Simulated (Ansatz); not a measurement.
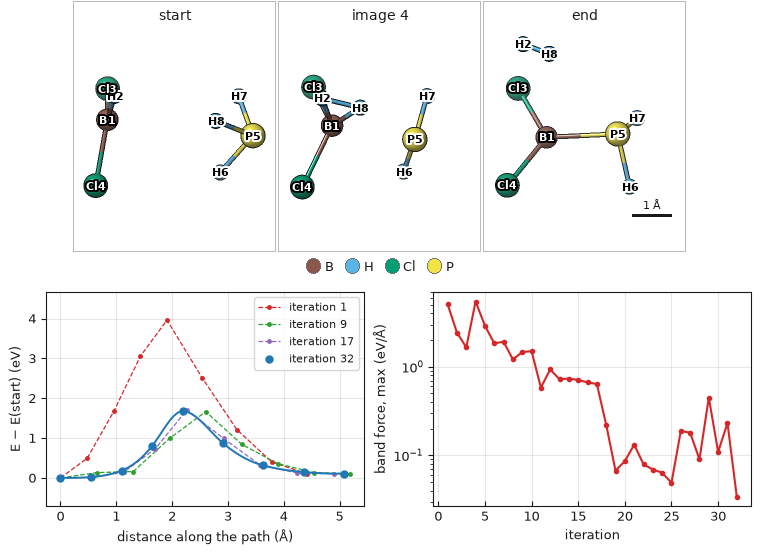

NEB run on BPH4Cl2, made up at the start of BHCl₂ and PH3. Images are numbered from 0 (start) to 8 (end). The plot follows the band through its iterations. A ball-and-stick model, seen at a tilt.

Method: RKS B3LYP-D4/6-31G* in Ansatz. Settings: 7 movable images; climbing image; force threshold 0.05 eV/Å; iteration limit 60; starting path through a guess of the saddle point.

### How did the profile develop, and is the result final?

The result is final at these settings. The band converged in 32 iterations. The largest component of the band force went from 5.1 to 0.034 eV/Å. The climbing image converged on the top of the path. Its vibrational analysis gives one imaginary mode (1014i cm⁻¹), as a transition state must have. The first iteration put the highest image at 3.96 eV. The highest point, image 4, lies 1.67 eV above the start and 1.57 eV above the end; the end is at +0.11 eV relative to the start.

Limits of the set-up: the start holds two separate molecules, 2.7 Å apart at their closest, whose relative position is a soft coordinate.

Cost: 6.6 min on 2 threads of Arm Neoverse V2, on a shared host, peak memory 0.17 GiB.
